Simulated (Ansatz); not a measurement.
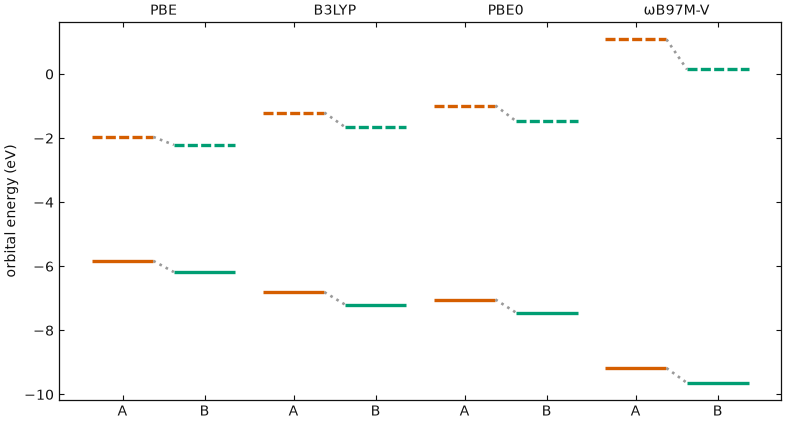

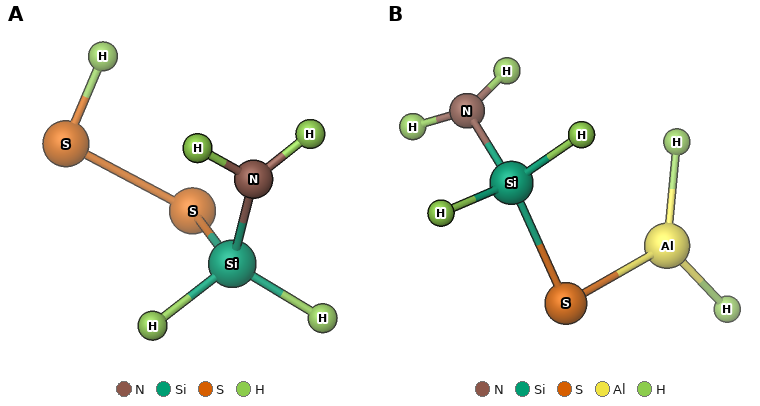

One change: A, SiNH₅S₂ (SMILES N[SiH2]SS), becomes B, AlSiNH₆S (SMILES N[SiH2][S][AlH2]). SH on S is replaced by AlH₂. HOMO (solid) and LUMO (dashed) computed in def2-TZVPP at PBE0-D4/def2-TZVP geometries, both minima by their frequencies, gas phase, the Ansatz code 0.2.0. Empty levels above zero depend strongly on the basis.

Q: What does the change do to HOMO and LUMO?

A: PBE: the HOMO falls by 0.35 eV, the LUMO falls by 0.25 eV, and the separation goes from 3.87 to 3.97 eV. B3LYP: the HOMO falls by 0.39 eV, the LUMO falls by 0.45 eV, and the separation goes from 5.60 to 5.54 eV. PBE0: the HOMO falls by 0.41 eV, the LUMO falls by 0.49 eV, and the separation goes from 6.05 to 5.98 eV. ωB97M-V: the HOMO falls by 0.46 eV, the LUMO falls by 0.94 eV, and the separation goes from 10.26 to 9.78 eV.

Q: Do the functionals agree on the effect?

A: They agree on the direction for both levels; the HOMO shift lies between −0.46 and −0.35 eV and the LUMO shift between −0.94 and −0.25 eV, while the separations themselves differ by up to 6.4 eV between functionals.

Note: one conformer of each flexible molecule.
